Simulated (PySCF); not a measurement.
**HF₂ (charge −1): frequency calculation**

System: HF₂, charge −1.
Method: PBE0-D3(BJ)/def2-TZVPD harmonic vibrations by differences of gradients, gas phase (PySCF 2.14.0).

The geometry comes from this level: PBE0-D3(BJ)/def2-TZVPD.

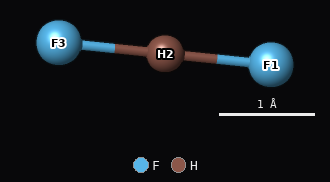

*The input geometry (ball-and-stick view, seen at a tilt; atoms are numbered from 1 in the order of the input).*

Bond lengths as drawn: F–H 1.14 Å.

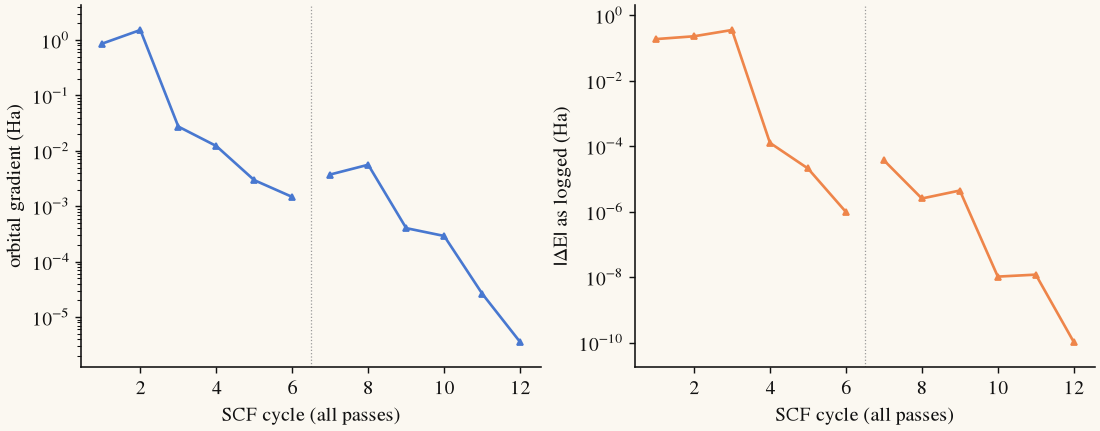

*Convergence of the self-consistent field: orbital gradient and size of the energy change against the SCF cycle. The dotted line marks the change from a coarse to the final integration grid.*

The first 6 cycles use a coarse grid, the final grid takes over at cycle 7, and the field converges after 12 cycles in all.

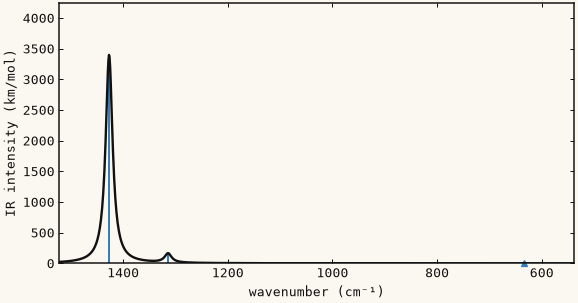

*Harmonic infrared spectrum, unscaled: sticks (degenerate modes added up, dark ones marked on the axis) with a Lorentzian envelope of 16 cm⁻¹ full width, scaled to the tallest stick.*

4 modes from 633 to 1427 cm⁻¹, none imaginary. The strongest line is at 1427 cm⁻¹ (3399 km/mol). All modes, in cm⁻¹ (km/mol): 633 (0.0), 1314 (75), 1315 (75), 1427 (3399). The two bends of a linear molecule should be equal; they aren't, because the electronic state found breaks the axial symmetry.

The input and output of the run follow.

## Input
```
{"job": {"kind": "irdft", "xc": "PBE0", "basis": "def2-TZVPD", "disp": "d3bj", "grid": 3}, "charge": -1, "multiplicity": 1, "parts": [{"atoms": "0-1", "charge": 0, "multiplicity": 1}, {"atoms": "2-2", "charge": -1, "multiplicity": 1}]}
F      0.160930    -0.546972     0.528208
H     -0.653246    -0.340999    -0.246744
F     -1.467895    -0.133533    -1.022289
```

The first line tells a small driver script what to run in PySCF; the rest is the geometry in Å.

Command:
```bash
OMP_NUM_THREADS=1 python <driver script> task.json out
```

## Log
```
coarse grid: 2792 points
cycle   1  E = -200.1278346908  dE = -1.864e-01  |g| = 8.659e-01  |ddm| = 7.158e-01
cycle   2  E = -199.9006563336  dE =  2.272e-01  |g| = 1.521e+00  |ddm| = 1.211e+00
cycle   3  E = -200.2537227136  dE = -3.531e-01  |g| = 2.744e-02  |ddm| = 9.142e-01
cycle   4  E = -200.2538485687  dE = -1.259e-04  |g| = 1.223e-02  |ddm| = 2.596e-02
cycle   5  E = -200.2538693664  dE = -2.080e-05  |g| = 2.953e-03  |ddm| = 7.519e-03
cycle   6  E = -200.2538703441  dE = -9.777e-07  |g| = 1.471e-03  |ddm| = 1.522e-03
final grid: 38336 points
cycle   7  E = -200.2651760581  dE = -3.700e-05  |g| = 3.738e-03  |ddm| = 1.207e-02
cycle   8  E = -200.2651735422  dE =  2.516e-06  |g| = 5.610e-03  |ddm| = 3.650e-03
cycle   9  E = -200.2651779489  dE = -4.407e-06  |g| = 4.020e-04  |ddm| = 2.305e-03
cycle  10  E = -200.2651779592  dE = -1.034e-08  |g| = 2.904e-04  |ddm| = 2.618e-04
cycle  11  E = -200.2651779711  dE = -1.188e-08  |g| = 2.644e-05  |ddm| = 1.229e-04
cycle  12  E = -200.2651779712  dE = -1.040e-10  |g| = 3.534e-06  |ddm| = 1.601e-05
converged SCF energy = -200.2651779712

mode    cm-1     km/mol
  1     633.1      0.01
  2    1313.7     74.61
  3    1314.6     74.98
  4    1426.9   3399.25
```

## Summary

| quantity | value |
| --- | --- |
| outcome | converged |
| total energy | −200.265178 hartree |
| hardware | 1 CPU thread, shared host |
| wall time | 27 s |
| peak memory | 0.41 GiB |
